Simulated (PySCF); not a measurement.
**Single-point calculation of GaI**

The run: single-point calculation of GaI. Method and program: RKS-m06l/sbkjc (PySCF 2.14.0).

Some settings of this run were made unusual or wrong on purpose.

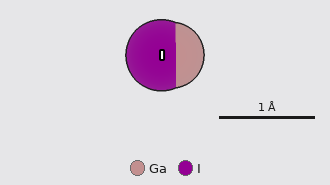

Figure 1. The input geometry (ball-and-stick view, seen at a tilt). Sticks mark near contacts. Bond lengths as drawn: Ga–I 0.10 Å.

### Input
```python
from pyscf import gto, dft

mol = gto.M(
    atom='Ga 0 0 0; I 0 0 0.1',
    basis='sbkjc',
    ecp={'Ga': 'sbkjc', 'I': 'sbkjc'},
    charge=0,
    spin=0,
    verbose=4,
)
mf = dft.RKS(mol, xc='m06l')
mf.kernel()
mf.mulliken_pop()
mf.dip_moment()
print('orbital energies (hartree):', mf.mo_energy[..., max(0, mol.nelec[1]-3):mol.nelec[0]+3].round(4))
```

Run as:
```bash
OMP_NUM_THREADS=1 python input.py
```

### Log
```
PySCF version 2.14.0

[INPUT] verbose = 4
[INPUT] num. atoms = 2
[INPUT] num. electrons = 28
[INPUT] charge = 0
[INPUT] spin (= nelec alpha-beta = 2S) = 0
[INPUT] symmetry False subgroup None
[INPUT] Mole.unit = angstrom
[INPUT] Symbol           X                Y                Z      unit          X                Y                Z       unit  Magmom
[INPUT]  1 Ga     0.000000000000   0.000000000000   0.000000000000 AA    0.000000000000   0.000000000000   0.000000000000 Bohr   0.0
[INPUT]  2 I      0.000000000000   0.000000000000   0.100000000000 AA    0.000000000000   0.000000000000   0.188972612457 Bohr   0.0

nuclear repulsion = 777.8905000524
number of shells = 15
number of NR pGTOs = 82
number of NR cGTOs = 39
basis = sbkjc
ecp = {'Ga': 'sbkjc', 'I': 'sbkjc'}

******** <class 'pyscf.dft.rks.RKS'> ********
method = RKS
initial guess = minao
damping factor = 0
level_shift factor = 0
DIIS = <class 'pyscf.scf.diis.CDIIS'>
diis_start_cycle = 1
diis_space = 8
diis_damp = 0
SCF conv_tol = 1e-09
SCF conv_tol_grad = None
SCF max_cycles = 50
direct_scf = True
direct_scf_tol = 1e-13
XC library pyscf.dft.libxc version 7.0.0
    S. Lehtola, C. Steigemann, M. J.T. Oliveira, and M. A.L. Marques.,  SoftwareX 7, 1–5 (2018)
XC functionals = m06l
    Y. Zhao and D. G. Truhlar.,  J. Chem. Phys. 125, 194101 (2006)
    Y. Zhao and D. G. Truhlar.,  J. Chem. Phys. 125, 194101 (2006)
    Y. Zhao and D. G. Truhlar.,  Theor. Chem. Acc. 120, 215 (2008)
radial grids:
    Treutler-Ahlrichs [JCP 102, 346 (1995); DOI:10.1063/1.469408] (M4) radial grids

becke partition: Becke, JCP 88, 2547 (1988); DOI:10.1063/1.454033
pruning grids: <function nwchem_prune>
grids dens level: 3
symmetrized grids: False
atomic radii adjust function: <function treutler_atomic_radii_adjust>
small_rho_cutoff = 0
Set gradient conv threshold to 3.16228e-05
Initial guess from minao.
tot grids = 42864
init E= 758.849853820627
  HOMO = 0.153478099814361  LUMO = 0.246579770698893  gap/eV = 2.53343
cycle= 1 E= 541.391233126402  delta_E= -217  |g|= 23.3  |ddm|= 1.4e+04
  HOMO = -4.46918616642245  LUMO = -3.43448590038084  gap/eV = 28.15563
cycle= 2 E= 499.740545854888  delta_E= -41.7  |g|= 15.2  |ddm|= 1.17e+04

WARN: HOMO -0.0978925294477084 == LUMO -0.0978925294435915

cycle= 3 E= 473.430228756235  delta_E= -26.3  |g|= 2.39  |ddm|= 2.04e+03
  HOMO = -0.578876786156692  LUMO = -0.493949531398238  gap/eV = 2.31099
cycle= 4 E= 473.004855026815  delta_E= -0.425  |g|= 2.22  |ddm|= 1.82e+03

WARN: HOMO -0.0871559806290677 == LUMO -0.086258663559386

cycle= 5 E= 471.434507248889  delta_E= -1.57  |g|= 0.244  |ddm|= 1.06e+03
  HOMO = -0.0952975593379399  LUMO = -0.0687194653875807  gap/eV = 0.72323
cycle= 6 E= 471.423636458579  delta_E= -0.0109  |g|= 0.105  |ddm|=  238
  HOMO = -0.064643179912613  LUMO = -0.0388388119375388  gap/eV = 0.70217
cycle= 7 E= 471.421154351972  delta_E= -0.00248  |g|= 0.0234  |ddm|= 27.5
  HOMO = -0.0635683046163642  LUMO = -0.0390994140295842  gap/eV = 0.66583
cycle= 8 E= 471.420937181323  delta_E= -0.000217  |g|= 0.00882  |ddm|= 15.2
  HOMO = -0.0641665532216003  LUMO = -0.0389514901331886  gap/eV = 0.68614
cycle= 9 E= 471.42089813974  delta_E= -3.9e-05  |g|= 0.00179  |ddm|= 15.2
  HOMO = -0.0645801754967925  LUMO = -0.0393102353424129  gap/eV = 0.68763
cycle= 10 E= 471.420896513215  delta_E= -1.63e-06  |g|= 8.07e-05  |ddm|= 2.68
  HOMO = -0.0645882173385957  LUMO = -0.0393049724019865  gap/eV = 0.68799
cycle= 11 E= 471.420896509597  delta_E= -3.62e-09  |g|= 1.65e-05  |ddm|= 0.219
  HOMO = -0.0645924473636148  LUMO = -0.0393079999288178  gap/eV = 0.68802
cycle= 12 E= 471.42089651089  delta_E= 1.29e-09  |g|= 3.44e-06  |ddm|= 0.00849
  HOMO = -0.0645924791200168  LUMO = -0.0393075488738744  gap/eV = 0.68804
cycle= 13 E= 471.420896510484  delta_E= -4.05e-10  |g|= 2.46e-06  |ddm|= 0.00229
  HOMO = -0.0645926421125855  LUMO = -0.0393076844330386  gap/eV = 0.68804
```

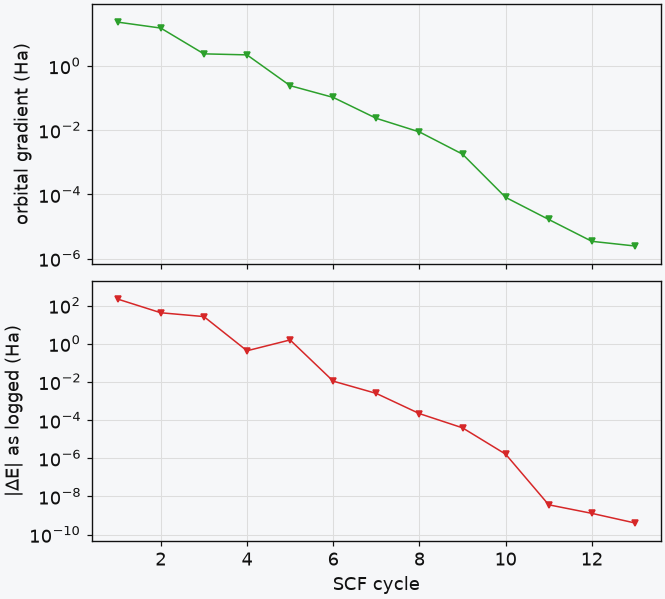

Figure 2. Convergence of the self-consistent field: orbital gradient and size of the energy change against the SCF cycle. The residual falls at every step.

```
Extra cycle  E= 471.42089650978  delta_E= -7.04e-10  |g|= 2.45e-06  |ddm|= 0.000243
converged SCF energy = 471.42089650978
 ** Mulliken pop  **
pop of  0 Ga 3s           0.45572
pop of  0 Ga 4s          -9.70355
pop of  0 Ga 5s           2.15709
pop of  0 Ga 6s           0.29804
pop of  0 Ga 3px          1.02204
pop of  0 Ga 3py          1.02204
pop of  0 Ga 3pz          0.81288
pop of  0 Ga 4px          2.39651
pop of  0 Ga 4py          2.39651
pop of  0 Ga 4pz          0.36007
pop of  0 Ga 5px         -0.01510
pop of  0 Ga 5py         -0.01510
pop of  0 Ga 5pz         -0.26634
pop of  0 Ga 6px          1.19017
pop of  0 Ga 6py          1.19017
pop of  0 Ga 6pz          1.06871
pop of  0 Ga 3dxy         1.90309
pop of  0 Ga 3dyz         0.59495
pop of  0 Ga 3dz^2        0.30437
pop of  0 Ga 3dxz         0.59495
pop of  0 Ga 3dx2-y2      1.83589
pop of  0 Ga 4dxy         0.25279
pop of  0 Ga 4dyz         0.91218
pop of  0 Ga 4dz^2        1.29518
pop of  0 Ga 4dxz         0.91218
pop of  0 Ga 4dx2-y2      0.15360
pop of  0 Ga 5dxy         1.84404
pop of  0 Ga 5dyz         0.45041
pop of  0 Ga 5dz^2        0.21380
pop of  0 Ga 5dxz         0.45041
pop of  0 Ga 5dx2-y2      0.01059
pop of  1 I 5s            0.43780
pop of  1 I 6s           10.52734
pop of  1 I 5px           1.51093
pop of  1 I 5py           1.51093
pop of  1 I 5pz           1.77788
pop of  1 I 6px          -2.06207
pop of  1 I 6py          -2.06207
pop of  1 I 6pz           0.26101
 ** Mulliken atomic charges  **
charge of    0Ga =      4.90175
charge of    1I =     -4.90175
Dipole moment(X, Y, Z, Debye):  0.00000,  0.00000,  2.47370
orbital energies (hartree): [-0.2483 -0.2187 -0.0646 -0.0393 -0.0393 -0.0362]
```

### Outcome

```json
{"quantity": "outcome", "value": "converged"}
{"quantity": "SCF energy", "value": "471.420897 hartree"}
{"quantity": "dipole moment", "value": "2.47 D"}
{"quantity": "hardware", "value": "1 CPU thread, shared host"}
{"quantity": "wall time", "value": "4.7 s"}
```

### Diagnosis

Some settings of this run were drawn to be unusual or wrong. It converged; results that depend on the unusual settings are not reference values.
